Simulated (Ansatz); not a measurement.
# Surface energy of Ta against broken bonds

Calculated with Ansatz 0.2.0: Kohn-Sham DFT, PBE, PAW (set soft_2), plane waves; cutoff 420 eV, fermi-dirac smearing of 0.1 eV; level PBE, denser mesh. Slabs were relaxed with PBE at fixed cell edges. The surface energy is the slab's free energy less that of as many bulk atoms, over twice the area. Neighbours are counted within 3.45 Å in the slab as cut, where a bulk atom has 14.

| missing neighbours (per Å²) | surface energy (J/m²) | face |
| --- | --- | --- |
| 0.5132 | 2.374 | Ta(110) |
| 0.5443 | 2.521 | Ta(100) |
| 0.5680 | 2.552 | Ta(210) |
| 0.5738 | 2.557 | Ta(310) |
| 0.5819 | 2.630 | Ta(321) |
| 0.5926 | 2.699 | Ta(211) |
| 0.6018 | ? | ? |
| 0.6048 | 2.660 | Ta(221) |
| 0.6286 | 2.749 | Ta(111) |

**Question.** Fit a straight line to the rows given and interpolate to the withheld row.

Worked fit:

In a broken-bond picture the surface energy v is a line in u, the number of missing neighbours per area.

| u (per Å²) | v (J/m²) |
| --- | --- |
| 0.513214 | 2.3745 |
| 0.544346 | 2.5212 |
| 0.568024 | 2.552 |
| 0.573791 | 2.5567 |
| 0.581930 | 2.6302 |
| 0.592609 | 2.699 |
| 0.604828 | 2.6605 |
| 0.628557 | 2.7488 |

With n = 8: mean u = 0.575912, mean v = 2.59286, Σ(u − ū)² = 0.0089168, Σ(u − ū)(v − v̄) = 0.028514. Slope b = 0.028514 / 0.0089168 = 3.1978; intercept a = v̄ − b ū = 0.75122.

At u = 0.6018, v = a + b u.

Prediction at 0.6018: 2.676 J/m². The run gave 2.720 J/m², so the fit is low by 0.045 J/m² (1.6 % of the value).

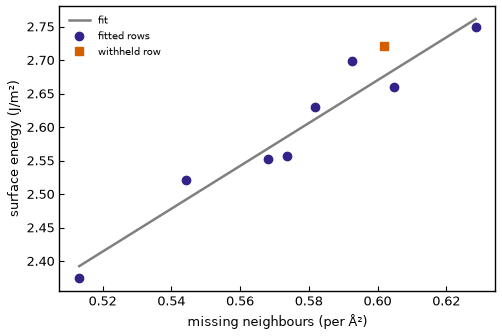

The fit, the rows that it rests on and the withheld row.

The withheld face is Ta(311). The slope is worth 0.20 eV a missing neighbour; a pure pair model would have no intercept, and this fit has 0.75 J/m². The count doesn't put all faces in the order of their energies. Among the rows given, the largest miss of the fit is at 0.5926, by 0.053 J/m² (14 % of the range of the table).

Limits: Thin slabs, unlike meshes and one lattice constant for all functionals.

[Hosts, paths, dates, database ids (printed as entryN), source tags and the programs' standing remarks are cut or masked in the printed files.]
